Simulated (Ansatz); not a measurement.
# PBE/def2-SVP (core potential) run of InNH4 (SMILES [NH2][InH2])

Aim: the electronic atomisation energy of InNH4 at PBE/def2-SVP (core potential), from 4 runs. 

The results are computed with Ansatz 0.2.0.

47 further runs of the same task are left out: 47 set aside as unsound or not needed.

### 1 The structure to begin with

The species is InNH4 (6 atoms), meant as a singlet with charge 0. SMILES: `[NH2][InH2]`. The coordinates come from a PBE0-D4/def2-TZVP relaxation.

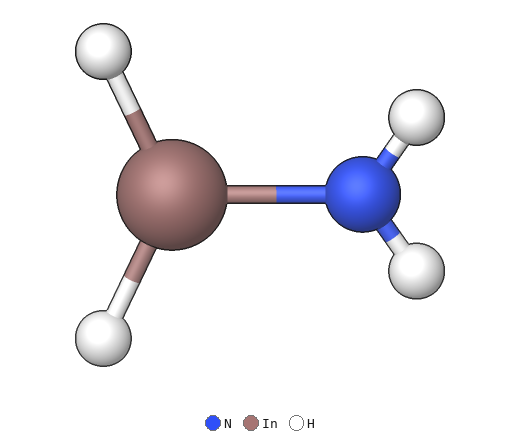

The structure, seen from a chosen angle (nitrogen blue, indium brown, hydrogen white).

### 2 A single-point energy at PBE/def2-SVP (core potential)

Contents of job.yaml:

```yaml
crystal:
  periodic: [false, false, false]
  atoms:
    - {symbol: "N", position_ang: [-0.092200, -1.060500, 0.036600]}
    - {symbol: In, position_ang: [0.095300, 0.935900, -0.048300]}
    - {symbol: H, position_ang: [-0.598000, -1.552900, 0.753400]}
    - {symbol: H, position_ang: [0.311900, -1.697300, -0.629300]}
    - {symbol: H, position_ang: [1.012500, 1.520500, -1.370700]}
    - {symbol: H, position_ang: [-0.687400, 1.790300, 1.212100]}
basis:
  gaussian:
    orbitals: def2-SVP
accuracy: high
hamiltonian:
  xc: {name: PBE}
output: {orbitals: {seedname: orbitals}}
```

The run is started by

```console
ansatz run job.yaml --threads 1 --pin off --max-ram 3480MiB --events-out events.jsonl --progress --plain --runs-dir runs
```

The program printed:

```text
Warning: RAYON_NUM_THREADS=1 ignored (pool sized by the plan → 1); use --threads N
Functional definition: PBE
  name "PBE"
  parameter kappa = 0.804
  parameter beta = 0.06672455060314922
  exchange = pbe_x(kappa = kappa, mu = beta*pi^2/3)
  correlation = pbe_c(beta = beta)
1456 factors; integrals over basis functions are off by at most 3.0e-9 eV
mean field evaluation 1: about -6715.1640 eV, gradient 6.7e1 eV
mean field evaluation 2: about -6650.5692 eV, gradient 1.4e2 eV
mean field evaluation 4: about -6724.8867 eV, gradient 6.7e0 eV
mean field evaluation 8: about -6725.0625 eV, gradient 3.3e-1 eV
mean field evaluation 16: about -6725.0628 eV, gradient 1.5e-5 eV
mean field -6725.06278062 eV, -247.1414987766 hartree, gradient 3.2e-8 eV, S^2 0.000000; 0 other end points of the search recorded, 0 dependent functions left out
reference -6725.06278456 eV, -247.1414989214 hartree; 16, 16 occupied and 44, 44 virtual orbitals, 1456 factors
Total energy: -6725.06278456 eV, -247.1414989214 hartree
```

Wall time 6 s (1 thread of Arm Neoverse N1, shared host); peak memory 0.16 GiB.

### 3 The H atom, same level

Contents of run.yaml:

```yaml
crystal:
  periodic: [false, false, false]
  atoms:
    - {symbol: H, position_ang: [0.000000, 0.000000, 0.000000]}
basis:
  gaussian:
    orbitals: def2-SVP
magnetization:
  spin_polarized: true
  initial_magnetization: 1
hamiltonian:
  xc: {name: PBE}
accuracy: high
```

Run the same way, it converges to -0.49863 Eh (log not shown).

### 4 The In atom, same level

Contents of run.yaml:

```yaml
basis:
  gaussian:
    orbitals: def2-SVP
crystal:
  periodic: [false, false, false]
  atoms:
    - {symbol: In, position_ang: [0.000000, 0.000000, 0.000000]}
magnetization:
  spin_polarized: true
  initial_magnetization: 1
hamiltonian:
  xc: pbe
accuracy: high
```

The run is started by

```console
ansatz run run.yaml --threads 1 --pin off --max-ram 3480MiB --events-out events.jsonl --progress --plain --runs-dir runs
```

The program printed:

```text
Warning: RAYON_NUM_THREADS=1 ignored (pool sized by the plan → 1); use --threads N
[... 6 set-up lines as earlier in the session ...]
230 factors; integrals over basis functions are off by at most 1.2e-9 eV
mean field evaluation 1: about -5173.1758 eV, gradient 2.5e0 eV
mean field evaluation 2: about -5173.2089 eV, gradient 9.6e-1 eV
mean field evaluation 4: about -5173.2097 eV, gradient 2.3e-1 eV
mean field evaluation 8: about -5173.2099 eV, gradient 2.8e-5 eV
mean field evaluation 16: about -5173.2141 eV, gradient 2.7e-2 eV
mean field evaluation 32: about -5173.0247 eV, gradient 4.3e0 eV
mean field -5173.20994561 eV, -190.1119589734 hartree, gradient 4.7e-8 eV, S^2 0.751565; 2 other end points of the search recorded, 0 dependent functions left out
reference -5173.20994783 eV, -190.1119590552 hartree; 11, 10 occupied and 15, 16 virtual orbitals, 230 factors
Total energy: -5173.20994783 eV, -190.1119590552 hartree
```

Wall time 3.3 s (1 thread of Arm Neoverse N1, shared host); peak memory 0.1 GiB.

### 5 The N atom

Contents of input.yaml:

```yaml
crystal:
  periodic: [false, false, false]
  atoms:
    - {symbol: N, position_ang: [0.000000, 0.000000, 0.000000]}
basis:
  gaussian: {orbitals: def2-SVP}
magnetization: {spin_polarized: true, initial_magnetization: 3}
accuracy: high
hamiltonian: {xc: {name: PBE}}
```

Run the same way, it converges to -54.46658 Eh (log not shown).

### 6 Results

At PBE/def2-SVP (core potential):

```
                     quantity          value
       molecule: total energy  -247.14150 Eh
        molecule: HOMO energy       -5.49 eV
        molecule: LUMO energy       -1.62 eV
      molecule: HOMO–LUMO gap        3.87 eV
         H atom: total energy    -0.49863 Eh
                 H atom: ⟨S²⟩          0.750
        In atom: total energy  -190.11196 Eh
                In atom: ⟨S²⟩          0.752
         N atom: total energy   -54.46658 Eh
                 N atom: ⟨S²⟩          3.752
electronic atomisation energy      15.468 eV
```

**Reading.** Taking the molecule apart into free atoms costs 15.47 eV (1492 kJ/mol), before zero-point energy and without spin-orbit coupling.
